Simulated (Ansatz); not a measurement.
**ClGeH$_{5}$Si···H$_{2}$: density, localisation and related maps**

Input file:

```
crystal:
  periodic: [false, false, false]
  atoms:
    - { symbol: Ge, position_ang: [0.2951, 0.431975, -0.449592] }
    - { symbol: H, position_ang: [0.020051, 0.038853, 2.26875] }
    - { symbol: Cl, position_ang: [1.897521, -0.404555, -1.742141] }
    - { symbol: H, position_ang: [-0.775329, 1.018632, -1.418111] }
    - { symbol: H, position_ang: [-0.327504, -0.789376, 0.279557] }
    - { symbol: Si, position_ang: [1.33789, 2.071134, 0.850516] }
    - { symbol: H, position_ang: [2.395161, 1.476296, 1.727662] }
    - { symbol: H, position_ang: [1.975452, 3.050669, -0.091291] }
    - { symbol: H, position_ang: [0.328143, 2.804564, 1.683274] }
    - { symbol: H, position_ang: [0.265116, 0.523608, 2.741177] }
basis:
  gaussian: { orbitals: def2-SVP }
hamiltonian:
  xc: blyp
relax:
  f_tol: 0.03
  max_steps: 50
output:
  orbitals: {}
```

Launched as:

```sh
ansatz run input.yaml --threads 2 --pin off --max-ram 3072MiB --backend cpu --events-out ev --progress --plain --runs-dir out
```

The fields are those of the run's last geometry, not of the input's.

Method: Ansatz, RKS BLYP/def2-SVP.

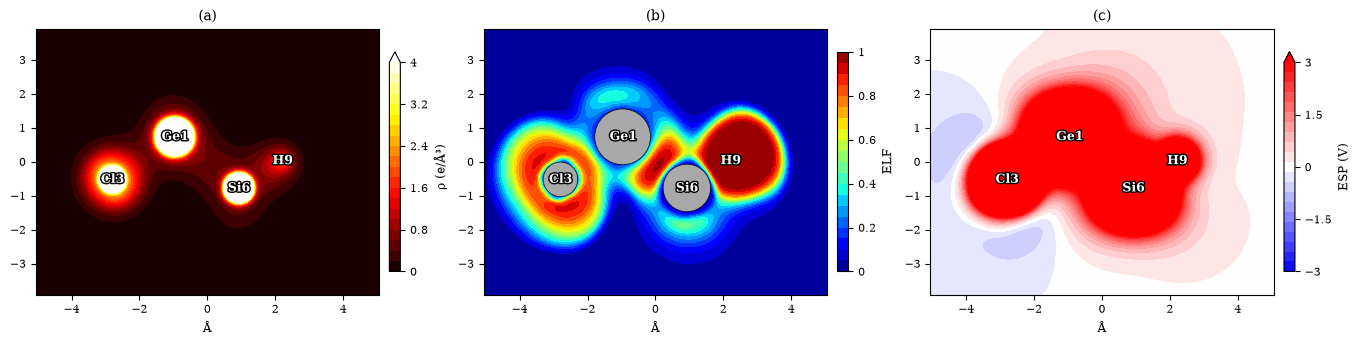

Figure 1. (a) total electron density; (b) electron localisation function; (c) electrostatic potential on the plane of atoms Cl3, Ge1 and Si6. Grey discs cover the atomic cores in the ELF map.

**Interpret the plot.**

The section cuts through Ge, Cl, Si and H sites.
Ge–Cl (2.22 Å): ρ at the midpoint is about 0.64 e/Å³; the ELF peaks at about 0.85 in the valence shell of Cl, 0.8 Å from its nucleus, and is about 0.60 at the midpoint.
Si–Ge (2.42 Å): ρ is about 0.58 e/Å³ halfway; the ELF peaks at about 0.95 between the atoms; a shared electron pair.
Si–H (1.50 Å): the density is about 0.74 e/Å³ at the midpoint; the ELF climbs to about 1 towards the hydrogen, as it does in any bond to H.
The ELF also peaks beside Cl3, away from the bonds: lone-pair regions.
Outside the dense part of the complex the potential is most negative (−0.7 V) near Cl3.

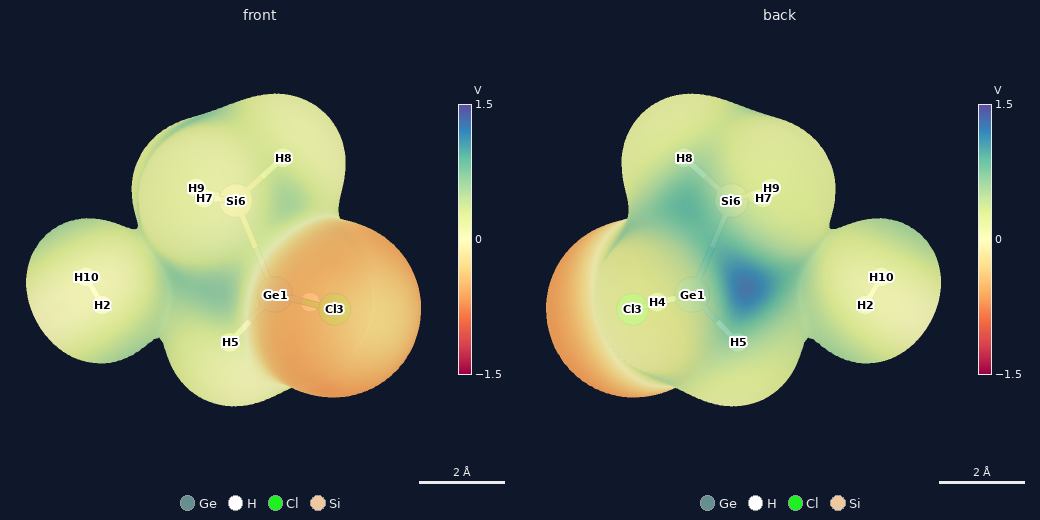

Figure 2. The molecular electrostatic potential painted on the density surface at 0.001 e/bohr³, seen from the front and from behind; the colour scale runs from red (negative) to blue (positive).

**Where is the surface potential most negative and most positive?**

The most negative region (about −0.6 V, or −14 kcal/mol for a unit charge) lies over Cl3, the most positive (about +1.2 V, or +28 kcal/mol for a unit charge) over Ge1.

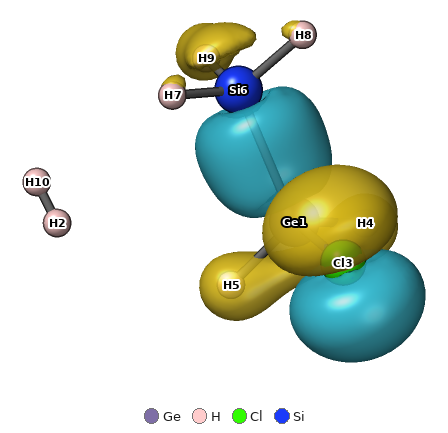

Figure 3. The HOMO at ±0.1 Å⁻³ᐟ² (yellow and cyan are the two phases), seen at a tilt.

**Describe this orbital and give its energy.**

By Hirshfeld shares it lies mainly on Cl3 (about 60 %), Si6 (about 15 %) and Ge1 (about 15 %). Its energy is −6.56 eV.
